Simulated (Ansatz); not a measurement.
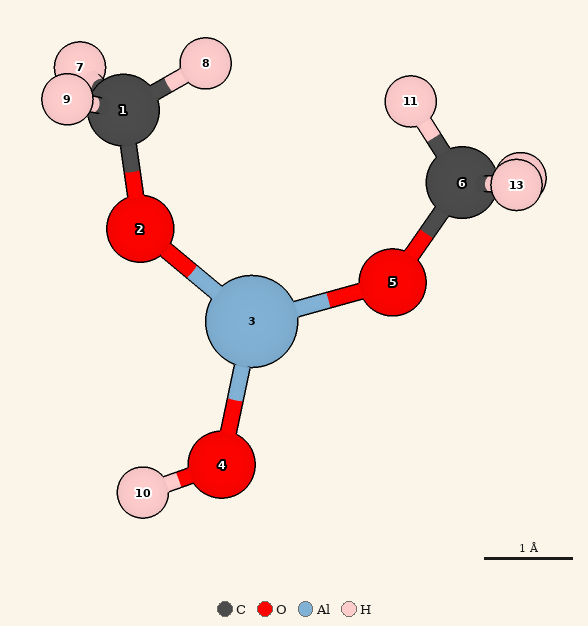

The structure (ball-and-stick view, seen at a tilt; atoms are numbered from 1 in the order of the input). Sticks mark near contacts. Bond lengths as drawn: Al–O 1.67 to 1.69 Å, C–H 1.10 Å, C–O 1.39 Å and H–O 0.96 Å.

C₂H₇AlO₃: single-point calculation

The run: single-point calculation of C₂H₇AlO₃, SMILES C[O][Al]([OH])[O]C. Method and program: RKS revPBE0-d4/STO-3G (Ansatz 0.2.0).

The geometry comes from this level: PBE0-D4/def2-TZVP.

### Input file
```yaml
crystal:
  periodic: [false, false, false]
  atoms:
    - {symbol: C, position_ang: [0.385855, -0.959190, 1.832406]}
    - {symbol: O, position_ang: [1.102810, -0.059250, 1.044734]}
    - {symbol: Al, position_ang: [0.909193, 0.787814, -0.393384]}
    - {symbol: O, position_ang: [2.138755, 1.830585, -0.891843]}
    - {symbol: D, position_ang: [-0.431667, 0.676962, -1.387544]}
    - {symbol: C, position_ang: [-1.638718, -0.011324, -1.476766]}
    - {symbol: H, position_ang: [0.867130, -1.943364, 1.822874]}
    - {symbol: H, position_ang: [-0.650049, -1.088092, 1.495269]}
    - {symbol: H, position_ang: [0.358496, -0.610000, 2.870065]}
    - {symbol: H, position_ang: [2.927572, 1.942777, -0.364241]}
    - {symbol: H, position_ang: [-1.736780, -0.800246, -0.720545]}
    - {symbol: H, position_ang: [-1.731184, -0.479684, -2.462397]}
    - {symbol: H, position_ang: [-2.481013, 0.678310, -1.353830]}
basis:
  gaussian: {orbitals: STO-3G}
hamiltonian: {xc: {name: revPBE0}, dispersion: d4}
scf: {lower_state_search: light}
```

Hardware: 4 threads of Arm Neoverse V2, 23 GiB of memory available, shared host.

Command:
```bash
ansatz run in.yaml --threads 4 --pin off --events-out ev --progress --plain --max-ram 11315MiB
```

### Output
```
Error: YAML parse error: error: line 8 column 16: `D` is not an element symbol (H … Og, case-exact)
  --> <input>:8:16
   |
 6 |     - {symbol: Al, position_ang: [0.909193, 0.787814, -0.393384]}
 7 |     - {symbol: O, position_ang: [2.138755, 1.830585, -0.891843]}
 8 |     - {symbol: D, position_ang: [-0.431667, 0.676962, -1.387544]}
   |                ^ `D` is not an element symbol (H … Og, case-exact)
 9 |     - {symbol: C, position_ang: [-1.638718, -0.011324, -1.476766]}
10 |     - {symbol: H, position_ang: [0.867130, -1.943364, 1.822874]}
   |
```

### Outcome

| quantity | value |
| --- | --- |
| outcome | refused by the program |

### Diagnosis

The input was spoiled on purpose: the basis or potentials don't cover an element or don't fit the Hamiltonian. The program refused the input: “YAML parse error: error: line 8 column 16: `D` is not an element symbol (H … Og, case-exact) --> <input>:8:16 | 6 | - {symbol: Al, position_ang: [0.909193, 0.787814, -0.393384]} 7 | - {symbol: O, position_ang: [2.138755, 1.830585, -0.891843]} 8 | - {symbol: D, position_ang: [-0.431667, 0.676962, -1.387544]} | ^ `D` is …”
